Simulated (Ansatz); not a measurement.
C₃H₇ClOZn (SMILES CC(C)[O][Zn][Cl])

The calculation's input:

```
crystal:
  periodic: [false, false, false]
  atoms:
    - {symbol: C, position_ang: [-0.643844, -0.255586, 1.259514]}
    - {symbol: C, position_ang: [0.600884, 0.101827, 0.468938]}
    - {symbol: C, position_ang: [0.923152, -0.949328, -0.576631]}
    - {symbol: O, position_ang: [0.492419, 1.380799, -0.107047]}
    - {symbol: Zn, position_ang: [-0.749322, 1.786143, -1.302539]}
    - {symbol: Cl, position_ang: [-2.145403, 2.424911, -2.715278]}
    - {symbol: H, position_ang: [-0.527870, -1.205824, 1.787202]}
    - {symbol: H, position_ang: [-1.505857, -0.354773, 0.586414]}
    - {symbol: H, position_ang: [-0.867432, 0.522802, 1.991262]}
    - {symbol: H, position_ang: [1.447213, 0.162698, 1.168180]}
    - {symbol: H, position_ang: [0.084128, -1.059019, -1.276485]}
    - {symbol: H, position_ang: [1.103265, -1.927497, -0.123172]}
    - {symbol: H, position_ang: [1.809167, -0.661952, -1.145558]}
basis:
  gaussian: {orbitals: def2-TZVPP}
hamiltonian: {xc: pbe0, dispersion: d4}
output: {orbitals: {seedname: orbitals}}
```

Launched as:

```sh
ansatz run in.yaml --threads 2 --pin off --events-out ev --progress --plain --max-ram 32768MiB --backend cuda --devices 0, --max-vram 18GiB
```

Geometry: PBE0-D4/def2-TZVP.

Theory: RKS PBE0-D4/def2-TZVPP (Ansatz 0.2.0).

> Predict the electron density and electron localisation function between the atoms.

C–O (1.41 Å): the density is about 2.1 e/Å³ at the midpoint, with its minimum of 1.8 e/Å³ about 0.5 Å from C; the ELF peaks at about 0.90 between the atoms (a polar covalent bond).
Zn–O (1.77 Å): ρ at the midpoint is about 0.93 e/Å³; the ELF peaks at about 0.85 in the valence shell of O, 0.6 Å from its nucleus, and is about 0.20 at the midpoint.
Zn–Cl (2.09 Å): ρ at the midpoint is about 0.76 e/Å³; the ELF peaks at about 0.80 in the valence shell of Cl, 0.8 Å from its nucleus, and is about 0.50 at the midpoint.
C–H (1.10 Å): ρ is about 2 e/Å³ halfway; the ELF climbs to about 1 towards the hydrogen, as it does in any bond to H (a covalent bond by its length).

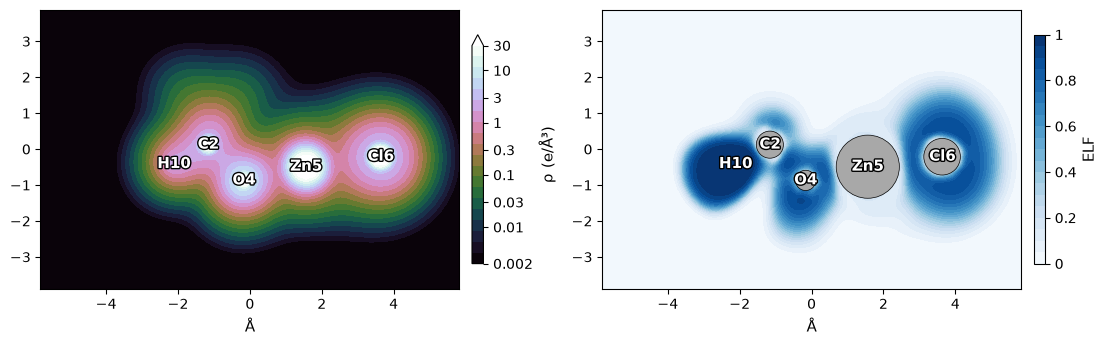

Computed electron density and electron localisation function on the plane of atoms O4, Zn5 and Cl6, in this order. Grey discs cover the atomic cores in the ELF map. 
